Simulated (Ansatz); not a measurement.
**Nudged elastic band, with input and output: ZrH2SCl3F (part 2 of 2)**

ZrH2SCl3F; RKS B3LYP/def2-SVP (Ansatz 0.2.0). The run did not end well. One setting was made poor on purpose. It belongs to a series of runs on one base structure; here: band between the two ends.

Geometry of the input (Å):
```
Zr 0.0118  -0.0363  -0.1206
F  0.1941  -0.4107  1.7373
Cl 2.2757  -0.0039  -0.7619
Cl -0.6663  2.1700  -0.6523
Cl -0.8328  -1.8070  -1.4499
S  -2.8670  -0.1114  0.8024
H  -2.8405  -1.2882  1.4712
H  -2.7435  0.6147  1.9384
```

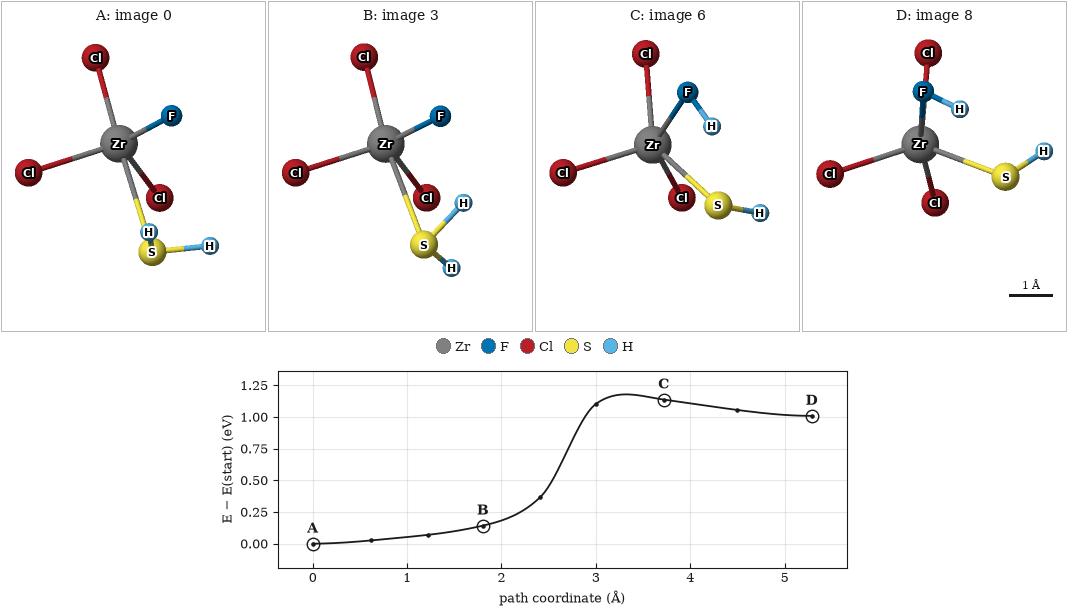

Images of the last band (counted from 0; ball-and-stick, seen at a tilt) above the energy along the path; the line is a cubic interpolation that uses the forces. The highest image is number 6, 1.137 eV above the start and 0.129 eV above the end (the climbing image); the end lies 1.009 eV above the start. The path is 5.29 Å long. The band had not converged after 60 iterations.

```
Unfinished report: {"positions_ang":[[-0.46639959681999094,0.06898205818406537,-0.21444351098444112],[-0.2708576059587021,0.4657986675392737,2.028616472634817],[1.8437214060371891,-0.4106279587415723,-0.03361968284237074],[-0.7565352519427008,2.216586689834257,-1.0691196208682632],[-1.0407026946140179,-1.6003890559943363,-1.7588907565004128],[-2.730550431842297,-0.22509430879706913,1.0386605353154998],[-2.813903255051689,-1.5587199914990575,0.8254667637318368],[-1.233471559807789,0.17066290947443769,2.147927809513335]],"unchecked":["starts","cluster_reference","orbital_swaps","neighbouring_geometries","increment"],"mean_field":{"relativity":"none","state":{"energy":{"ev":-52426.18273392794,"hartree":-1926.6266797288788},"converged":true,"gradient_ev":9.70023878912124e-6,"stability":{"kind":"minimum","curvature_ev":23.18576687936054},"curvature_floor_ev":0.00030000000000000003,"spin_squared":7.105427357601002e-15},"others":[],"fillings":{"estimated":0,"unestimated":0,"tried":0,"untried":0,"excluded_magnetic_sites":0},"n_dropped_functions":0,"n_trapped_functions":0,"passes":{"evaluations":3,"products":23},"factors":{"origin":"Cholesky decomposition","count":1291,"bound_ev":0.001226741435797805},"gradient_stop_ev":0.00009,"reference_kind":"stationary","functional":{"name":"B3LYP","citations":["Stephens, Devlin, Chabalowski & Frisch, J. Phys. Chem. 98, 11623 (1994) doi:10.1021/j100096a001","Becke, Phys. Rev. A 38, 3098 (1988) doi:10.1103/PhysRevA.38.3098","Lee, Yang & Parr, Phys. Rev. B 37, 785 (1988) doi:10.1103/PhysRevB.37.785","Vosko, Wilk & Nusair, Can. J. Phys. 58, 1200 (1980) doi:10.1139/p80-159"],"text":"name \"B3LYP\"\ncite \"Stephens, Devlin, Chabalowski & Frisch, J. Phys. Chem. 98, 11623 (1994) doi:10.1021/j100096a001\"\ncite \"Becke, Phys. Rev. A 38, 3098 (1988) doi:10.1103/PhysRevA.38.3098\"\ncite \"Lee, Yang & Parr, Phys. Rev. B 37, 785 (1988) doi:10.1103/PhysRevB.37.785\"\ncite \"Vosko, Wilk & Nusair, Can. J. Phys. 58, 1200 (1980) doi:10.1139/p80-159\"\nparameter a0 = 0.2\nparameter ax = 0.72\nparameter ac = 0.81\nexchange = (1 - a0 - ax)*slater_x + ax*b88_x + a0*exact_x\ncorrelation = (1 - ac)*vwn_rpa_c + ac*lyp_c\n","parameters":{"a0":{"value":0.2,"default":0.2},"ac":{"value":0.81,"default":0.81},"ax":{"value":0.72,"default":0.72}},"final_grid":{"core_spheres":13.0,"valence_spheres":11.0,"degree":36.0},"final_grid_parameter_source":"default","radial_points_factor":1.0,"radial_grid_error_ev":6.729326096032238e-7,"grid_sensitivity":"normal","grid_sensitivity_ratio":0.0013437628806248659},"unsmoothed_excess_ev":-0.0003552574623669433,"symmetry":{"irreps":["A"],"axes":[[0.9999698798958486,-0.00018653564587673945,-0.007759156238590809],[0.0003135500983915709,0.9998659267573368,0.016371627775753735],[0.007755062051192367,-0.01637356754482205,0.9998358691797556]],"occupied":[{"A":45},{"A":45}]},"held":{"pivots":1288,"left_out":0,"joined":3},"density_repulsion":{"missed_ev":0.000020217773016870976,"excess_ev":1.9232707614403164e-8,"most_excess_ev":0.000243,"are_drawn_again":false,"n_first_factors":1291,"energy_change_ev":0.0,"n_dropped_ends":0}},"factors":{"origin":"Cholesky decomposition","count":1291,"bound_ev":0.001226741435797805},"n_frozen":0,"n_occupied":[45,45],"n_virtual":[82,82],"reference":{"ev":-52426.18273392794,"hartree":-1926.6266797288788},"total":{"ev":-52426.18273392794,"hartree":-1926.6266797288788},"forces_ev_per_angstrom":[[-0.0385735492766684,0.016097864753682144,-0.02976818204163965],[-0.010173841496496455,-0.040324293545289575,-0.01641697290131861],[-0.04866644171206065,0.012567544854779292,0.08893599587931754],[0.05323637688234533,0.009811003925268331,-0.07900152599405308],[0.015066269932106077,0.05556069258746504,-0.09485758386548473],[-0.013823970944185315,-0.004824642809917329,0.020688700391359165],[0.020703566246599765,-0.02929285604046553,0.121335203906901],[0.022231590365815936,-0.019595313728811424,-0.01091563538181354]],"charge_distribution":{"dipole_moment_e_ang":[-0.1970396966300734,-0.15223341600378124,0.30161538915331326],"mulliken_charges_e":[0.7459396187025416,-0.2053914475622136,-0.21057702264972988,-0.17685587274031533,-0.19594071373606425,-0.3533825499240244,0.11535088300282104,0.2808571049069828],"lowdin_charges_e":[-1.4306922564407945,0.2224358000355906,0.3090654414813656,0.355957603470344,0.3348368925451659,0.2598312761061443,0.019894578191666068,-0.07132933538944752]},"n_threads":4,"memory_gib":4.261363637633622,"seconds":{"hamiltonian":1.355639318,"orbitals":0.0,"second_order":0.0,"solver_start":0.0,"cycles":0.0,"cycle":0.0,"perturbative":0.0,"full_ci_increment":0.0,"forces":0.0}}
this run last wrote the band of iteration 60 to [file]
Error: NEB band did not converge after 60 iterations: max|band force component| = 4.57e-1 eV/Å (threshold 5.0e-2); raise `neb.max_iterations` in a new run, which can start from the last band evaluated (`neb.initial_path`, with `crystal.atoms` and `neb.final_atoms` set to its first and last images), add images, or start from endpoints closer to local minima. Where this run's directory can be resumed (`checkpoint.write`), a resume goes on for up to `neb.max_iterations` more; to start a new run from the last band, take its images' positions from the `neb_iteration` event of iteration 60 (`data.images[].positions_ang`), in the event stream of the run that computed that iteration (not this run's, if it was resumed behind it). With `checkpoint.write`, `steps/00-neb/state/checkpoint.json` in the run directory holds the last saved band, under `neb.evaluated.images[].positions_ang` (a band under a hybrid functional on support functions is neither saved nor resumed: `neb.initial_path` says where its path is): check the last entry of `neb.iterations` there, which is earlier than 60 if that iteration was not saved or its write failed. If the band's step has no `state` directory and holds `state.next`, a write was cut short, and the file is under `state.next` instead (behind a loss of power it can be under `state.prev`)
this run wrote the band of iteration 60 to [file] as well, whether or not its events were kept: a new run's `neb.initial_path` can list its `images[].positions_ang`
a run's events are kept only if it was started with --events-out <file>, and are in that file
```

The last band as extended XYZ (Å, eV, eV/Å):
```
8
Properties=species:S:1:pos:R:3:forces:R:3 image=0 energy=-52427.31967
Zr    0.0118   -0.0363   -0.1206   -0.0003   0.0016  -0.0053
F     0.1941   -0.4107    1.7373   -0.0001  -0.0035   0.0058
Cl    2.2757   -0.0039   -0.7619   -0.0004  -0.0005  -0.0001
Cl   -0.6663    2.1700   -0.6523   -0.0026   0.0001   0.0017
Cl   -0.8328   -1.8070   -1.4499    0.0006  -0.0004  -0.0003
S    -2.8670   -0.1114    0.8024    0.0005  -0.0012  -0.0035
H    -2.8405   -1.2882    1.4712    0.0015  -0.0052  -0.0001
H    -2.7435    0.6147    1.9384    0.0008   0.0091   0.0019
8
Properties=species:S:1:pos:R:3:forces:R:3 image=1 energy=-52427.29414
Zr   -0.0147   -0.0166   -0.1046    0.0095   0.0072  -0.0225
F     0.1628   -0.2735    1.7764    0.0082  -0.0013  -0.0262
Cl    2.2457    0.0138   -0.7577    0.0149  -0.0113   0.0004
Cl   -0.7096    2.1607   -0.7271    0.0474   0.0164  -0.0300
Cl   -0.8413   -1.8853   -1.3080    0.0197   0.0077  -0.0315
S    -2.8547    0.0329    0.8387   -0.0162  -0.0135   0.0265
H    -3.0139   -1.2715    1.1625    0.0095  -0.0164   0.0346
H    -2.4430    0.3666    2.0842   -0.0929   0.0113   0.0487
8
Properties=species:S:1:pos:R:3:forces:R:3 image=2 energy=-52427.25001
Zr   -0.0359    0.0283   -0.0887    0.0182   0.0165  -0.0385
F     0.1481   -0.1443    1.8053    0.0214   0.0175  -0.0454
Cl    2.2189    0.0301   -0.7548    0.0279  -0.0184  -0.0031
Cl   -0.7340    2.1652   -0.8250    0.0752   0.0279  -0.0613
Cl   -0.8645   -1.9260   -1.1480    0.0301   0.0187  -0.0538
S    -2.8520    0.1406    0.9549   -0.0104  -0.0286   0.0409
H    -3.1346   -1.1802    0.8789   -0.0055  -0.0278   0.0408
H    -2.2147    0.0135    2.1420   -0.1571  -0.0057   0.1203
8
Properties=species:S:1:pos:R:3:forces:R:3 image=3 energy=-52427.17727
Zr   -0.0906    0.0891   -0.0580    0.0725   0.0334  -0.0554
F     0.1238   -0.0024    1.8459    0.0772   0.0165  -0.0834
Cl    2.1689    0.0245   -0.6845    0.0918   0.0103  -0.0525
Cl   -0.8095    2.1486   -0.9575    0.0889   0.0430  -0.0723
Cl   -0.9181   -1.9085   -1.0434    0.0298   0.0323  -0.0260
S    -2.8260    0.1614    1.1349   -0.0212  -0.0149  -0.0017
H    -3.1282   -1.0627    0.6455   -0.0509  -0.0415   0.0755
H    -1.9891   -0.3228    2.0817   -0.2881  -0.0791   0.2158
8
Properties=species:S:1:pos:R:3:forces:R:3 image=4 energy=-52426.95260
Zr   -0.2130    0.1072   -0.0821    0.2646   0.0743   0.0024
F     0.0001    0.1211    1.8596    0.2625  -0.0505  -0.2740
Cl    2.0831   -0.1191   -0.4568    0.2416   0.0474  -0.1711
Cl   -0.8232    2.1699   -1.0257    0.0848   0.0395  -0.0493
Cl   -1.0010   -1.7868   -1.2938    0.0107   0.0718   0.1151
S    -2.7987    0.0520    1.1865   -0.1734   0.0544   0.0302
H    -2.9771   -1.2190    0.7531    0.0338  -0.0415   0.2202
H    -1.7389   -0.1980    2.0237   -0.7247  -0.1954   0.1265
8
Properties=species:S:1:pos:R:3:forces:R:3 image=5 energy=-52426.21470
Zr   -0.3661    0.0907   -0.1390    0.1828   0.0952   0.1193
F    -0.1804    0.1909    1.9797    0.2033  -0.0951  -0.3241
Cl    1.9640   -0.1926   -0.2555    0.1263   0.0296   0.0332
Cl   -0.8100    2.1848   -1.0659    0.0680   0.0046  -0.1004
Cl   -1.0106   -1.7416   -1.4808   -0.0086   0.1029   0.0035
S    -2.7345   -0.0404    1.1414   -0.0121   0.0894   0.2524
H    -2.9467   -1.3240    0.7565    0.1447  -0.0195   0.3159
H    -1.3845   -0.0407    2.0283   -0.7043  -0.2071  -0.2998
8
Properties=species:S:1:pos:R:3:forces:R:3 image=6 energy=-52426.18238
Zr   -0.4664    0.0690   -0.2144   -0.0386   0.0161  -0.0298
F    -0.2709    0.4658    2.0286   -0.0102  -0.0403  -0.0164
Cl    1.8437   -0.4106   -0.0336   -0.0487   0.0126   0.0889
Cl   -0.7565    2.2166   -1.0691    0.0532   0.0098  -0.0790
Cl   -1.0407   -1.6004   -1.7589    0.0151   0.0556  -0.0949
S    -2.7306   -0.2251    1.0387   -0.0138  -0.0048   0.0207
H    -2.8139   -1.5587    0.8255    0.0207  -0.0293   0.1213
H    -1.2335    0.1707    2.1479    0.0222  -0.0196  -0.0109
8
Properties=species:S:1:pos:R:3:forces:R:3 image=7 energy=-52426.26453
Zr   -0.5244    0.0493   -0.2594   -0.0228   0.0003  -0.0174
F    -0.3910    0.7803    1.9786   -0.0001   0.0217  -0.0104
Cl    1.6694   -0.6935    0.1914   -0.0415  -0.0101   0.0434
Cl   -0.6573    2.2338   -1.0764    0.0266   0.0010  -0.0283
Cl   -1.0347   -1.4074   -2.0221    0.0129   0.0421  -0.0635
S    -2.7031   -0.4322    1.0081    0.0025  -0.0254   0.0120
H    -2.5560   -1.7782    0.9924    0.0019  -0.0277   0.0503
H    -1.2717    0.3752    2.1520    0.0204  -0.0019   0.0138
8
Properties=species:S:1:pos:R:3:forces:R:3 image=8 energy=-52426.31089
Zr   -0.5856    0.0197   -0.3024    0.0051  -0.0111   0.0041
F    -0.5435    1.0510    1.8733   -0.0216  -0.0112   0.0236
Cl    1.4256   -0.9654    0.4109    0.0083  -0.0017  -0.0041
Cl   -0.5241    2.2300   -1.0853    0.0000   0.0050  -0.0117
Cl   -0.9988   -1.2122   -2.2517   -0.0008   0.0047  -0.0020
S    -2.6619   -0.6348    1.0067   -0.0161  -0.0050   0.0027
H    -2.2432   -1.9116    1.1933    0.0018   0.0004  -0.0018
H    -1.3373    0.5505    2.1198    0.0233   0.0189  -0.0109
```

What the run reported:

| quantity | value |
| --- | --- |
| outcome | not converged |
| barrier, forward (band not converged) | 1.137 eV |
| barrier, backward | 0.129 eV |
| wall time | 9.8 min (CPU time 36 min) |
| peak memory | 0.41 GiB |

Diagnosis:

The run did not converge: “NEB band did not converge after 60 iterations: max|band force component| = 4.57e-1 eV/Å (threshold 5.0e-2); raise `neb.max_iterations` in a new run, which can start from the last band evaluated (`neb.initial_path`, with `crystal.atoms` and `neb.final_atoms` set to its first and last images), add images, or start from endpoints closer to local minima …” Its last values are not results. A deliberately poor setting: step length.
